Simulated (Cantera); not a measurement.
Feed: 1 mol MgO, 0.7 mol C, 0.31 mol H2, equilibrated at 660 Pa.

These are equilibrium values from Cantera (NASA tables, ideal gas, pure condensed phases), not measurements of a reactor. Candidate condensed phases: C, C6H6, C7H8, C8H18, H2O, Mg, MgCO3, MgO, Mg(OH)2; 116 gas species. The tables' values for MgH are old estimates; treat these amounts as uncertain. Rates play no part.

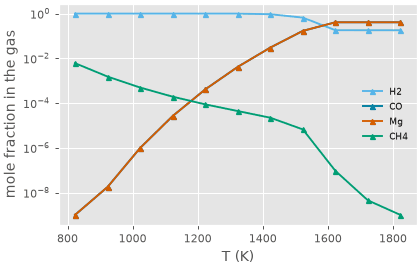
Equilibrium gas composition (values under 1e-9 drawn at 1e-9)

From 823 K to 1523 K the condensed part is C(graphite) + MgO(s). From 1623 K to 1823 K the condensed part is MgO(s).
